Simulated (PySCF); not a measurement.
**CoNBr: doublet, from a bent start**

Where does doublet CoNBr go from a bent start, is the end point a minimum, and what are its modes, charges and moments?

The runs use PySCF 2.14.0; PBE0, basis Co def2-TZVP, N def2-TZVP, Br def2-TZVP, no relativity, density fitting.

### 1 The system as given

3 atoms, charge 0, spin multiplicity 2.

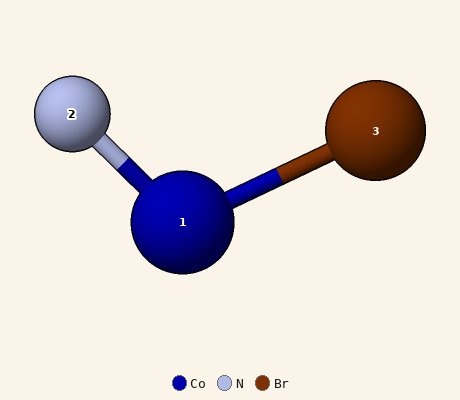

The starting geometry (cobalt blue, nitrogen light blue, bromine brown); atoms are numbered from 1 in the order of the file.

Coordinates in bohr (charge 0 multiplicity 2):
```
Co    0.0000    0.0000    0.0000
N    -2.5232    0.0000    1.7667
Br    3.4830    0.0000    2.4387
```

### 2 Finding the electronic state

The steps below are one call of a driver around PySCF. For each, scf.py gives the equivalent set-up of the SCF; relaxations use the driver's own optimiser. After this first run the driver tries any further starts and a stability analysis.

File scf.py:

```python
from pyscf import gto, scf, dft
mol = gto.M(atom='''
Co     0.000000     0.000000     0.000000
N     -1.335200     0.000000     0.934900
Br     1.843100     0.000000     1.290500''',
    basis={'Co': 'def2-TZVP', 'N': 'def2-TZVP', 'Br': 'def2-TZVP'},
    charge=0, spin=1)
mf = dft.UKS(mol, xc='PBE0')
mf.grids.atom_grid = (50, 194)
aux = {'Co': 'def2-universal-JKFIT', 'N': 'def2-universal-JKFIT', 'Br': 'def2-universal-JKFIT'}
mf = mf.density_fit(auxbasis=aux)
mf.conv_tol = 1e-08
mf.diis_space = 10
mf.max_cycle = 60
mf.init_guess = 'minao'
mf.verbose = 4
mf.kernel()
```

Command:

```
$ OMP_NUM_THREADS=4 python axn.py task.json out
```

Output, shortened:

```text
[... the frontier levels of the middle cycles are left out ...]
init E= -4009.06488615099
[... the frontier-level lines of each cycle are left out ...]
cycle= 1 E= -3993.66982569809  delta_E= 15.4  |g|= 5.67  |ddm|= 14.9
cycle= 2 E= -3944.99213373832  delta_E= 48.7  |g|= 13.4  |ddm|= 17.5
cycle= 3 E= -3986.32222034953  delta_E= -41.3  |g|=  9.6  |ddm|= 7.27
cycle= 4 E= -3991.12970354567  delta_E= -4.81  |g|= 8.56  |ddm|= 1.84
cycle= 5 E= -3995.91262248793  delta_E= -4.78  |g|= 7.47  |ddm|= 3.19
cycle= 6 E= -3997.13317451382  delta_E= -1.22  |g|= 6.63  |ddm|=  2.8
cycle= 7 E= -4000.21067223452  delta_E= -3.08  |g|= 6.05  |ddm|= 2.81
cycle= 8 E= -4003.92361260377  delta_E= -3.71  |g|= 4.59  |ddm|= 3.19
cycle= 9 E= -4006.71896650072  delta_E= -2.8  |g|= 3.88  |ddm|= 1.78
cycle= 10 E= -4007.28655207567  delta_E= -0.568  |g|= 3.65  |ddm|= 1.24
cycle= 11 E= -4007.98750796465  delta_E= -0.701  |g|= 3.42  |ddm|= 0.67
cycle= 12 E= -3988.77005478825  delta_E= 19.2  |g|= 5.93  |ddm|= 15.2
cycle= 13 E= -4006.87640149399  delta_E= -18.1  |g|= 3.85  |ddm|= 15.2
cycle= 14 E= -4006.17431764419  delta_E= 0.702  |g|= 3.97  |ddm|= 0.591
[... 31 cycles left out ...]
cycle= 46 E= -4011.03285836392  delta_E= -4.26e-05  |g|= 0.00152  |ddm|= 0.0164
cycle= 47 E= -4011.03288733605  delta_E= -2.9e-05  |g|= 0.00138  |ddm|= 0.0148
cycle= 48 E= -4011.03290676532  delta_E= -1.94e-05  |g|= 0.000807  |ddm|= 0.0147
cycle= 49 E= -4011.03291628283  delta_E= -9.52e-06  |g|= 0.000816  |ddm|= 0.00925
cycle= 50 E= -4011.03292277224  delta_E= -6.49e-06  |g|= 0.000559  |ddm|= 0.00789
cycle= 51 E= -4011.03292751519  delta_E= -4.74e-06  |g|= 0.000337  |ddm|= 0.00952
cycle= 52 E= -4011.03292895456  delta_E= -1.44e-06  |g|= 0.000219  |ddm|= 0.00503
cycle= 53 E= -4011.03292933009  delta_E= -3.76e-07  |g|= 0.000168  |ddm|= 0.00169
cycle= 54 E= -4011.03292962856  delta_E= -2.98e-07  |g|= 0.000174  |ddm|= 0.00143
cycle= 55 E= -4011.03292984972  delta_E= -2.21e-07  |g|= 0.000148  |ddm|= 0.00152
cycle= 56 E= -4011.03292993863  delta_E= -8.89e-08  |g|= 0.000105  |ddm|= 0.00116
cycle= 57 E= -4011.03293009448  delta_E= -1.56e-07  |g|= 6.91e-05  |ddm|= 0.00155
cycle= 58 E= -4011.03293015304  delta_E= -5.86e-08  |g|= 3.15e-05  |ddm|= 0.00117
cycle= 59 E= -4011.03293015878  delta_E= -5.74e-09  |g|= 3.32e-05  |ddm|= 0.000459
Extra cycle  E= -4011.03293015576  delta_E= 3.02e-09  |g|= 0.000136  |ddm|= 8.03e-05
converged SCF energy = -4011.03293015576  <S^2> = 1.9677427  2S+1 = 2.9784175
```

This step, with its further starts and checks, ran for 42 s (4 threads of Arm Neoverse V1, shared host).

Energies from each starting density:

| start | energy (Eh) |
| --- | --- |
| the minimal-basis guess | -4011.032930 |
| a thermally smeared density | -4011.026265 |
| a smeared PBE density | -4011.032930 |

The test of internal stability and the other starts found no lower solution of this spin.

### 3 Relaxing the doublet from the bent start

The program finds Cs symmetry in the start, which this walk keeps.

scf.py, as its differences from that of step 2:

```diff
@@ -3,3 +3,3 @@
-Co     0.000000     0.000000     0.000000
-N     -1.335200     0.000000     0.934900
-Br     1.843100     0.000000     1.290500''',
+Co    -0.834729     0.000000    -0.756879
+N     -2.169929     0.000000     0.178021
+Br     1.008371     0.000000     0.533621''',
@@ -15 +14,0 @@
-mf.init_guess = 'minao'
```

The optimiser's trace:

| step | energy (Eh) | change (kJ/mol) | largest symmetric gradient (Eh/bohr) |
| --- | --- | --- | --- |
| 0 | -4011.032930 | 0.00 | 0.02635 |
| 1 | -4011.036131 | -8.40 | 0.02242 |
| 2 | -4011.042432 | -24.95 | 0.02457 |
| 3 | -4011.043594 | -28.00 | 0.01290 |
| 4 | -4011.045276 | -32.41 | 0.00896 |
| 5 | -4011.046456 | -35.51 | 0.00842 |
| 6 | -4011.047321 | -37.78 | 0.00895 |
| 7 | -4011.048026 | -39.63 | 0.00517 |
| 8 | -4011.048281 | -40.30 | 0.00066 |
| 9 | -4011.048299 | -40.35 | 0.00075 |
| 10 | -4011.048301 | -40.36 | 0.00021 |

The walk took 43 s.

Geometry (Å) and forces (eV/Å) at some steps:

```
step 0
Co  -0.835   0.000  -0.757   1.311   0.000  -0.061
N   -2.170   0.000   0.178  -1.356   0.000   0.409
Br   1.008   0.000   0.534   0.044   0.000  -0.348
step 1
Co  -0.816   0.000  -0.726   0.962   0.000  -0.049
N   -2.221   0.000   0.162  -1.154   0.000   0.262
Br   1.041   0.000   0.519   0.192   0.000  -0.213
step 5
Co  -0.793   0.000  -0.447   0.347   0.000   0.433
N   -2.524   0.000  -0.012   0.056   0.000  -0.149
Br   1.321   0.000   0.415  -0.403   0.000  -0.284
step 10
Co  -0.795   0.000  -0.219  -0.002   0.000  -0.002
N   -2.583   0.000  -0.145  -0.008   0.000  -0.002
Br   1.382   0.000   0.319   0.010   0.000   0.004
```

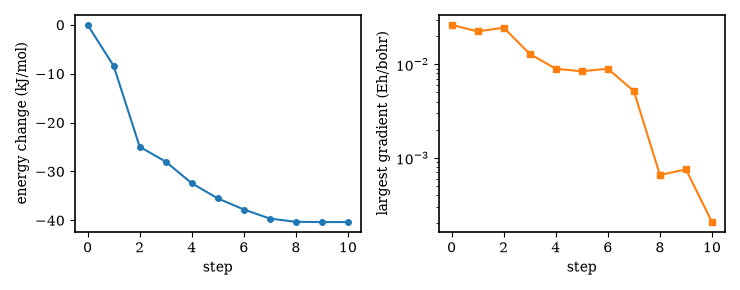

Energy and largest gradient along the walk.

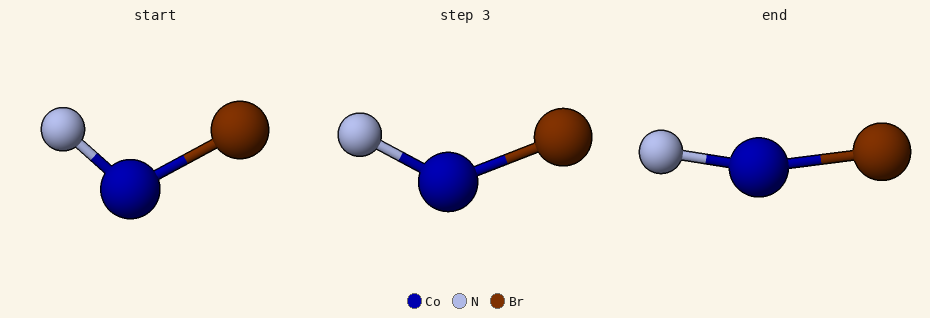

Start and end of the relaxation, with a step between.

After 10 steps and 40.4 kJ/mol it ends at Cs: Co–Br 2.242 Å, Co–N 1.790 Å; Br–Co–N 163.8°.

### 4 Is it a minimum? Harmonic modes

The point is checked on the finer grid, and tightened if its gradient asks for it. The Hessian and the dipole derivatives come from central differences of analytic gradients, with steps of 0.02 bohr.

scf.py, as its differences from that of step 3:

```diff
@@ -3,3 +3,3 @@
-Co    -0.834729     0.000000    -0.756879
-N     -2.169929     0.000000     0.178021
-Br     1.008371     0.000000     0.533621''',
+Co    -0.966499     0.000000    -0.285524
+N     -2.755371     0.000000    -0.212778
+Br     1.211431     0.000000     0.251238''',
@@ -9 +9 @@
-mf.grids.atom_grid = (50, 194)
+mf.grids.atom_grid = (75, 302)
@@ -12 +12 @@
-mf.conv_tol = 1e-08
+mf.conv_tol = 1e-10
```

The driver hands on the density of the step before, so the log starts near convergence.

SCF at the final geometry:

```text
init E= -4011.0481187952
[... the frontier-level lines of each cycle are left out ...]
cycle= 1 E= -4011.04811879519  delta_E= 1.46e-11  |g|= 5.2e-07  |ddm|= 1.1e-06
Extra cycle  E= -4011.04811879519  delta_E= -6.37e-12  |g|= 1.27e-06  |ddm|= 1.23e-06
converged SCF energy = -4011.04811879519  <S^2> = 2.3962115  2S+1 = 3.2534361
```

The whole step took 1.7 min.

Geometry: Cs; Co–Br 2.243 Å, Co–N 1.790 Å; Br–Co–N 163.8°.

Modes, for the most abundant isotopes:

```json
{"symmetry": "a'", "ω (cm⁻¹)": "81", "IR (km/mol)": "16.5", "type": "bend"}
{"symmetry": "a'", "ω (cm⁻¹)": "286", "IR (km/mol)": "39.5", "type": "stretch"}
{"symmetry": "a'", "ω (cm⁻¹)": "575", "IR (km/mol)": "91.5", "type": "stretch"}
```

No imaginary mode, so this is a minimum.

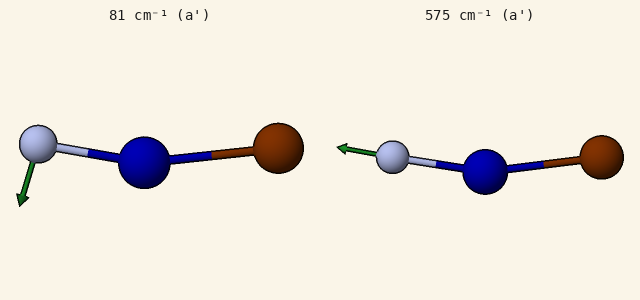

Displacements of 2 of the modes, as arrows (one member where a mode is degenerate).

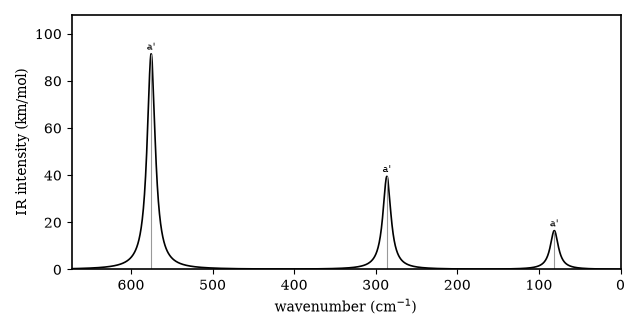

The harmonic infrared spectrum (widths in cm⁻¹). Lines are broadened to a width of 12 cm⁻¹ (Lorentzian).

Constants and moments:

* Dipole moment: 0.95 D
* Highest occupied level: -7.82 eV
* Lowest empty level: -3.89 eV
* Rotational constants: 8.975, 0.059, 0.05861 cm⁻¹
* Zero-point energy: 5.6 kJ/mol
* Principal polarisabilities: 34.9, 37.0, 87.2 bohr³
* Atomisation energy without zero-point energy: 539 kJ/mol
* Principal traceless quadrupole moments about the centre of mass: -9.53, 4.09, 5.44 D Å
* Entropy at 298.15 K and 1 bar (electronic part: spin only): 299.9 J/(mol K)
* Heat capacity Cp at 298.15 K: 53.1 J/(mol K)
* Enthalpy at 298.15 K above 0 K: 13.55 kJ/mol
* Rotational symmetry number: 1
* Spin squared ⟨S²⟩: 2.396

Populations by atom (charges in e):

| atom | Mulliken | Löwdin | polar tensor | spin (Mulliken) | Mayer order to Co1 |
| --- | --- | --- | --- | --- | --- |
| Co1 | 0.58 | 0.13 | 1.10 | 2.63 | – |
| N2 | -0.24 | -0.17 | -0.47 | -1.74 | 1.31 |
| Br3 | -0.34 | 0.03 | -0.63 | 0.11 | 1.10 |

Outer orbital energies (eV). α occupied: -12.98, -12.97, -12.17, -11.79, -9.57, -8.66, -8.63, -7.82; empty: -3.31, -3.27, -0.55, 1.84. β occupied: -11.53, -10.53, -10.24, -9.80, -9.21, -8.84, -8.75, -8.14; empty: -3.89, -3.60, -3.37, -0.37.

Mulliken populations on Co1: s 6.74, p 12.36, d 7.32, f 0.00.

### 5 Outcome

```
                                          quantity                                        value
                                           minimum               broken-symmetry (Ms = 1/2), Cs
                                          geometry  Co–Br 2.243 Å, Co–N 1.790 Å; Br–Co–N 163.8°
                                wavenumbers (cm⁻¹)                  81 (a'), 286 (a'), 575 (a')
                                     dipole moment                                       0.95 D
highest occupied, lowest empty level (either spin)                              -7.82, -3.89 eV
                        polar-tensor charge of Co1                                      +1.10 e
                                 zero-point energy                                   5.6 kJ/mol
                               entropy at 298.15 K                              299.9 J/(mol K)
         atomisation energy (no zero-point energy)                                   539 kJ/mol
                                              ⟨S²⟩                                        2.396
```

**Reading.** The molecule stays Cs, as typed, and the end point is a minimum. The determinant is spin-contaminated (⟨S²⟩ = 2.40 against 0.75), so it is no pure spin state. The strongest infrared band lies at 575 cm⁻¹ (a', stretch). Only this shape and spin were tried, so other structures or states may lie lower. Open d and f shells are described by one determinant, and the ground state may have another occupation or spin.

The search up to here took 3.1 min.
